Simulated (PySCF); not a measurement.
# H₁₁NSSi₄: geometry, electronic excitations

Aim: predict the electronic excitations of H₁₁NSSi₄ (`[SiH3]S[SiH2]N([SiH3])[SiH3]`).

Programs: PySCF 2.14.0, with density-fitted response routines of our own. Each step states its level of theory. These are calculated values for one molecule in the gas phase, unless marked as measured. Atoms are numbered from 0 throughout.

### 1 The starting structure

17 atoms, charge 0, multiplicity 1; geometry from: GFN2-xTB.

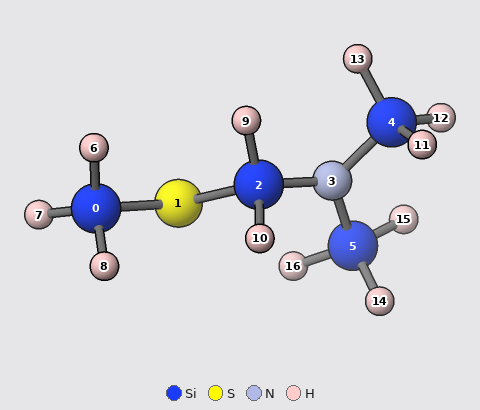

As it starts; silicon blue, sulfur yellow, nitrogen light blue, hydrogen pink, atoms numbered.

### 2 Geometry optimisation at PBE0-D3(BJ)/def2-SVP

The job: settings as JSON, then the geometry in Å.

```
{"job": {"xc": "PBE0", "basis": "def2-SVP", "d3": "d3bj", "grid": 1, "kind": "geom"}, "charge": 0, "multiplicity": 1}
Si     3.458114    -0.266135    -1.106563
S      1.507987     0.581676    -1.347017
Si     0.416295    -0.467039     0.164316
N     -1.211694     0.103621     0.176871
Si    -2.481097    -1.058895     0.465390
Si    -1.518842     1.826606     0.291140
H      3.367941    -1.718700    -1.202345
H      4.214443     0.320392    -2.198441
H      3.979814     0.112832     0.202256
H      0.432817    -1.883106    -0.179579
H      1.082236    -0.232885     1.446626
H     -2.454801    -1.457498     1.876894
H     -3.744544    -0.416833     0.123071
H     -2.225871    -2.221404    -0.382596
H     -1.363839     2.233223     1.693434
H     -2.894928     2.026194    -0.153469
H     -0.571028     2.529982    -0.560549
```

What it wrote:

```text
step   0  E = -1616.40181484  max force = 0.016107
step   1  E = -1616.40898004  max force = 0.003445
step   2  E = -1616.40937225  max force = 0.001350
step   3  E = -1616.40968911  max force = 0.001967
step   4  E = -1616.41020452  max force = 0.004401
step   5  E = -1616.41072325  max force = 0.006624
step   6  E = -1616.41117725  max force = 0.003643
step   7  E = -1616.41137891  max force = 0.000563
step   8  E = -1616.41143734  max force = 0.000504
step   9  E = -1616.41150489  max force = 0.000884
step  10  E = -1616.41166254  max force = 0.001478
step  11  E = -1616.41186132  max force = 0.001832
step  12  E = -1616.41212987  max force = 0.002089
step  13  E = -1616.41248479  max force = 0.001001
step  14  E = -1616.41264680  max force = 0.001205
step  15  E = -1616.41277907  max force = 0.001362
step  16  E = -1616.41295172  max force = 0.001241
step  17  E = -1616.41307615  max force = 0.001416
step  18  E = -1616.41312321  max force = 0.000741
step  19  E = -1616.41313757  max force = 0.000702
step  20  E = -1616.41315221  max force = 0.000356
optimisation converged
```

Run time: 5.9 min. Hardware: 1 thread, shared host.

Along the way:

```csv
step,energy from step 0 (eV),largest force component (eV/Å)
0,0.0000,0.8283
1,-0.1950,0.1771
2,-0.2056,0.0694
3,-0.2143,0.1011
4,-0.2283,0.2263
5,-0.2424,0.3406
6,-0.2548,0.1873
7,-0.2603,0.0290
8,-0.2618,0.0259
9,-0.2637,0.0455
10,-0.2680,0.0760
11,-0.2734,0.0942
12,-0.2807,0.1074
13,-0.2903,0.0515
14,-0.2948,0.0620
15,-0.2984,0.0700
16,-0.3030,0.0638
17,-0.3064,0.0728
18,-0.3077,0.0381
19,-0.3081,0.0361
20,-0.3085,0.0183
```

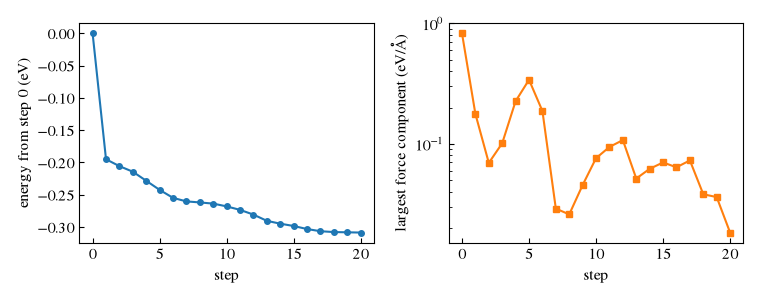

Energy and largest force along the relaxation.

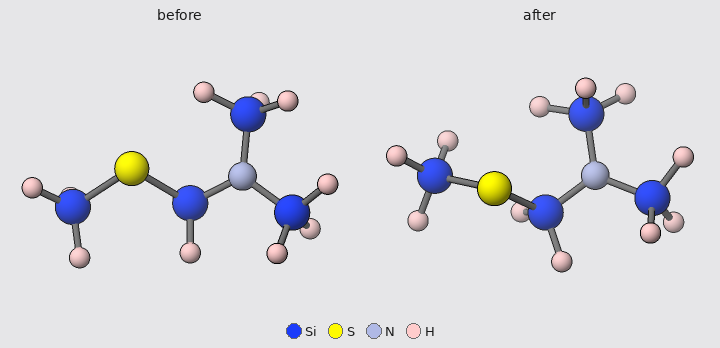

Before and after, at one scale.

Close pairs (by a distance rule), those that changed most:

```
   bond  before (Å)  after (Å)  change (Å)
 Si0–H7       1.452      1.490      +0.038
Si5–H16       1.455      1.493      +0.038
Si4–H12       1.458      1.494      +0.036
 Si0–H6       1.459      1.493      +0.034
 Si0–H8       1.459      1.492      +0.033
 Si2–H9       1.457      1.490      +0.033
Si5–H15       1.460      1.493      +0.033
Si4–H13       1.461      1.493      +0.032
```

The final coordinates are the input of the step that follows.

```
                         at the end point                value
  point group (found at 0.08 Å tolerance)                   C1
rotational constants (GHz, main isotopes)  2.307, 0.638, 0.559
                        dipole moment (D)                 1.04
```

### 3 Excited states and response: PBE0/aug-cc-pVDZ

The job: settings as JSON, then the geometry in Å.

```
{"job": {"kind": "uv", "xc": "PBE0", "basis": "aug-cc-pVDZ"}, "charge": 0, "multiplicity": 1}
Si     3.159084     0.206776    -1.466955
S      1.195722    -0.411918    -2.096723
Si     0.428734    -1.102307    -0.204054
N     -1.007605    -0.207788     0.200738
Si    -2.545457    -1.014315     0.467885
Si    -0.907301     1.551304     0.227372
H      3.966391    -0.953037    -0.986215
H      3.802592     0.798254    -2.673782
H      3.075382     1.224975    -0.379183
H      0.055921    -2.542488    -0.294394
H      1.518576    -0.916816     0.802142
H     -2.616517    -1.655306     1.816467
H     -3.619155     0.019255     0.368964
H     -2.764067    -2.069162    -0.566004
H     -1.713287     2.070570     1.372825
H     -1.420646     2.165845    -1.032221
H      0.524603     1.929397     0.417584
```

With the program's defaults for keys left out, this is: TDDFT PBE0/aug-cc-pVDZ, vertical, gas phase, core orbitals frozen in the response.

What it wrote:

```text
coarse grid: 16008 points
cycle   1  E = -1616.8465663542  dE =  1.133e-01  |g| = 4.640e-01  |ddm| = 9.436e+00
cycle   2  E = -1616.7816397058  dE =  6.493e-02  |g| = 6.905e-01  |ddm| = 2.400e+00
cycle   3  E = -1616.8951181302  dE = -1.135e-01  |g| = 8.637e-02  |ddm| = 1.370e+00
cycle   4  E = -1616.8969078743  dE = -1.790e-03  |g| = 3.204e-02  |ddm| = 3.013e-01
cycle   5  E = -1616.8972402295  dE = -3.324e-04  |g| = 6.708e-03  |ddm| = 9.049e-02
cycle   6  E = -1616.8972566637  dE = -1.643e-05  |g| = 9.215e-04  |ddm| = 2.108e-02
cycle   7  E = -1616.8972569512  dE = -2.875e-07  |g| = 2.964e-04  |ddm| = 3.653e-03
final grid: 129536 points
cycle   8  E = -1616.9232642234  dE = -1.386e-05  |g| = 5.832e-03  |ddm| = 1.466e-01
cycle   9  E = -1616.9232507632  dE =  1.346e-05  |g| = 9.421e-03  |ddm| = 3.121e-02
cycle  10  E = -1616.9232729492  dE = -2.219e-05  |g| = 7.929e-04  |ddm| = 1.839e-02
cycle  11  E = -1616.9232731151  dE = -1.659e-07  |g| = 1.669e-04  |ddm| = 2.123e-03
cycle  12  E = -1616.9232731247  dE = -9.619e-09  |g| = 3.775e-05  |ddm| = 5.437e-04
cycle  13  E = -1616.9232731253  dE = -5.693e-10  |g| = 8.377e-06  |ddm| = 1.188e-04
converged SCF energy = -1616.9232731253

Static polarisability (au): isotropic 138.839, principal 118.730 128.879 168.908

Singlet excitations
state   eV       nm        f      main configurations
  1   5.7132    217.0   0.02178   H->L 0.86
  2   5.8835    210.7   0.01553   H->L+1 0.76, H-1->L 0.17
  3   6.0832    203.8   0.00251   H-1->L 0.51, H->L+3 0.27, H->L+1 0.11
  4   6.2687    197.8   0.02894   H->L+3 0.48, H-1->L 0.22
  5   6.3905    194.0   0.03450   H-1->L+1 0.81
  6   6.4682    191.7   0.01254   H->L+2 0.83
  7   6.6586    186.2   0.05931   H->L+4 0.39, H-1->L+3 0.19, H-1->L+2 0.17
  8   6.7008    185.0   0.00662   H-1->L+3 0.37, H->L+4 0.23
  9   6.8319    181.5   0.01445   H-1->L+2 0.58, H-1->L+3 0.20
 10   6.9432    178.6   0.00284   H->L+5 0.31, H->L+7 0.17, H->L+8 0.13

Triplet excitations (Tamm-Dancoff, eV): 5.4296 5.5337 5.8177 5.9833
```

It took 64 s on 1 thread, shared host.

Frontier orbitals and where they lie:

```
orbital     eV                         atoms
 HOMO−3  -9.33   Si0 17 %, Si2 16 %, S1 13 %
 HOMO−2  -8.93   S1 56 %, Si0 10 %, Si2 10 %
 HOMO−1  -7.78     N3 28 %, S1 28 %, Si2 8 %
   HOMO  -7.41     S1 50 %, N3 19 %, Si0 7 %
   LUMO  -0.54  Si5 18 %, Si4 17 %, Si2 15 %
 LUMO+1  -0.35   Si0 32 %, Si2 17 %, S1 12 %
 LUMO+2  -0.12    H11 12 %, H10 9 %, H13 8 %
```

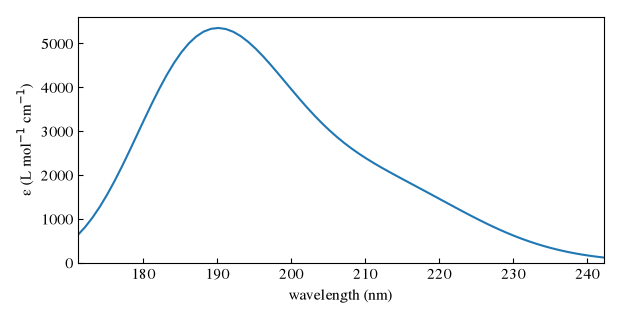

Absorption spectrum: each of the 10 states is a Gaussian band of 0.4 eV half-width at 1/e. Beyond the last state computed it falls off for lack of states.

Further results of this job:

```csv
property,computed
dipole moment (D),0.92
polarisability (Å³),20.57
HOMO–LUMO gap (eV),6.87
−ε(HOMO) (eV),7.41
```

### 4 Excited states and response: PBE0/6-31+G*

Same as in step 3 but for these lines:

```diff
@@ -1,2 +1,2 @@
-{"job": {"kind": "uv", "xc": "PBE0", "basis": "aug-cc-pVDZ"}, "charge": 0, "multiplicity": 1}
+{"job": {"kind": "uv", "xc": "PBE0", "basis": "6-31+G*"}, "charge": 0, "multiplicity": 1}
 Si     3.159084     0.206776    -1.466955
```

Method: TDDFT PBE0/6-31+G*, vertical, gas phase, core orbitals frozen in the response.

What it wrote:

```text
coarse grid: 16008 points
cycle   1  E = -1616.8734908410  dE =  6.032e-02  |g| = 4.557e-01  |ddm| = 4.416e+00
cycle   2  E = -1616.8140256202  dE =  5.947e-02  |g| = 6.695e-01  |ddm| = 2.260e+00
cycle   3  E = -1616.9227755069  dE = -1.087e-01  |g| = 7.787e-02  |ddm| = 1.402e+00
cycle   4  E = -1616.9242117685  dE = -1.436e-03  |g| = 3.031e-02  |ddm| = 2.588e-01
cycle   5  E = -1616.9245216872  dE = -3.099e-04  |g| = 5.493e-03  |ddm| = 1.288e-01
cycle   6  E = -1616.9245330103  dE = -1.132e-05  |g| = 5.982e-04  |ddm| = 2.258e-02
cycle   7  E = -1616.9245331271  dE = -1.168e-07  |g| = 2.120e-04  |ddm| = 2.638e-03
final grid: 129536 points
cycle   8  E = -1616.8333023650  dE = -9.719e-06  |g| = 6.090e-03  |ddm| = 5.731e-02
cycle   9  E = -1616.8332886536  dE =  1.371e-05  |g| = 9.699e-03  |ddm| = 2.760e-02
cycle  10  E = -1616.8333121003  dE = -2.345e-05  |g| = 7.740e-04  |ddm| = 1.614e-02
cycle  11  E = -1616.8333122794  dE = -1.791e-07  |g| = 1.316e-04  |ddm| = 2.262e-03
cycle  12  E = -1616.8333122850  dE = -5.569e-09  |g| = 3.474e-05  |ddm| = 7.325e-04
cycle  13  E = -1616.8333122854  dE = -4.507e-10  |g| = 7.224e-06  |ddm| = 1.853e-04
converged SCF energy = -1616.8333122854

Static polarisability (au): isotropic 124.492, principal 108.028 114.917 150.532

Singlet excitations
state   eV       nm        f      main configurations
  1   5.7654    215.0   0.02482   H->L 0.82
  2   5.9296    209.1   0.01180   H->L+1 0.75, H-1->L 0.20
  3   6.1378    202.0   0.00382   H-1->L 0.52, H->L+2 0.25, H->L+1 0.12
  4   6.3484    195.3   0.02821   H->L+2 0.60, H-1->L 0.18
  5   6.5173    190.2   0.04588   H-1->L+1 0.84
  6   6.6403    186.7   0.00814   H->L+3 0.88
  7   6.8298    181.5   0.03620   H-1->L+2 0.73
  8   6.8884    180.0   0.02471   H->L+4 0.57, H->L+6 0.11
  9   7.0253    176.5   0.02379   H-1->L+3 0.80, H->L+6 0.09
 10   7.1575    173.2   0.00077   H->L+5 0.28, H->L+7 0.18, H-1->L+4 0.13

Triplet excitations (Tamm-Dancoff, eV): 5.4723 5.6006 5.8723 6.0739
```

It took 28 s on 1 thread, shared host.

This run: HOMO -7.45 eV, LUMO -0.53 eV; lowest singlet 5.77 eV.

### 5 Side by side: electronic excitations

Excitations and ground-state properties, with basis size and wall time:

| run | lowest singlet (eV) | brightest (eV) | f | gap (eV) | α (Å³) | μ (D) | functions | time |
| --- | --- | --- | --- | --- | --- | --- | --- | --- |
| PBE0/aug-cc-pVDZ | 5.71 | 6.66 | 0.059 | 6.87 | 20.57 | 0.92 | 257 | 64 s |
| PBE0/6-31+G* | 5.77 | 6.52 | 0.046 | 6.92 | 18.45 | 1.15 | 150 | 28 s |

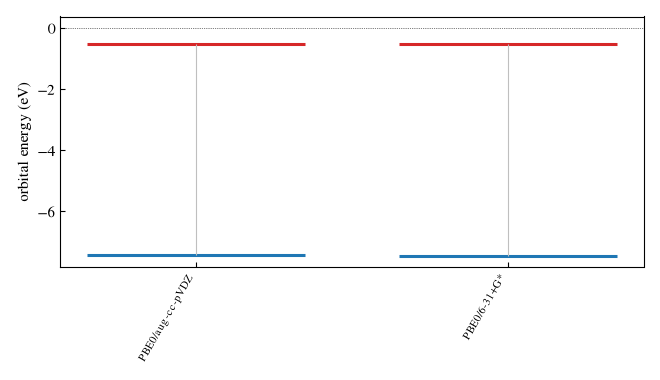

HOMO (blue) and LUMO (red) run by run.

### 6 Outcome

| quantity | value |
| --- | --- |
| point group | C1 |
| rotational constants (main isotopes) | 2.31, 0.64, 0.56 GHz |
| lowest singlet (PBE0/aug-cc-pVDZ) | 5.71 eV (217 nm), f = 0.022 |
| brightest single state of those computed | state 7, 6.66 eV, f = 0.059 |
| lowest triplet | 5.43 eV |
| range of the lowest singlet | 5.71 to 5.77 eV |

What this shows: The optimisation took 20 steps and gained 0.309 eV; among the close pairs (by a distance rule), Si0–H7 changed most, from 1.452 to 1.490 Å. No frequency check was run at this level, so the end point may be a saddle. The first singlet state (HOMO→LUMO 0.86) lies at 5.71 eV and is weak; of the 10 states computed, the strongest absorption comes from state 7 at 6.66 eV. The lowest triplet lies 0.28 eV below the lowest singlet (triplets in Tamm-Dancoff, singlets in full TDDFT). The lowest singlet runs from 5.71 eV (PBE0/aug-cc-pVDZ) to 5.77 eV (PBE0/6-31+G*), while the orbital gap spans 6.87 to 6.92 eV. The lowest state need not be the same one in every run.
